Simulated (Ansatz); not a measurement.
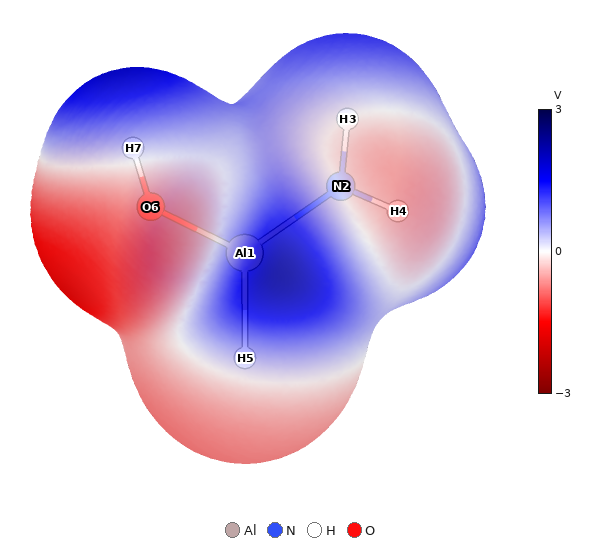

Figure. AlH4NO. The electrostatic potential painted on the density surface at 0.001 e/bohr³, seen at a tilt; the colour scale runs from red (negative) to blue (positive).

Level of theory: Ansatz, RHF/def2-SVP.

```yaml
atoms:
  - { symbol: Al, position_ang: [0.5485, -0.0354, 0.0075] }
  - { symbol: N, position_ang: [0.8803, -0.0769, 1.7432] }
  - { symbol: H, position_ang: [0.2158, -0.2592, 2.4705] }
  - { symbol: H, position_ang: [1.7837, 0.0829, 2.1467] }
  - { symbol: H, position_ang: [1.7032, 0.2657, -1.0087] }
  - { symbol: O, position_ang: [-0.9985, -0.3140, -0.6061] }
  - { symbol: H, position_ang: [-1.8397, -0.5099, -0.2382] }
```

> Describe the electrostatic potential map.

The most negative region (about −1.7 V) lies over O6, the most positive (about +2.2 V) over Al1. O6 is the likeliest acceptor of a hydrogen bond.
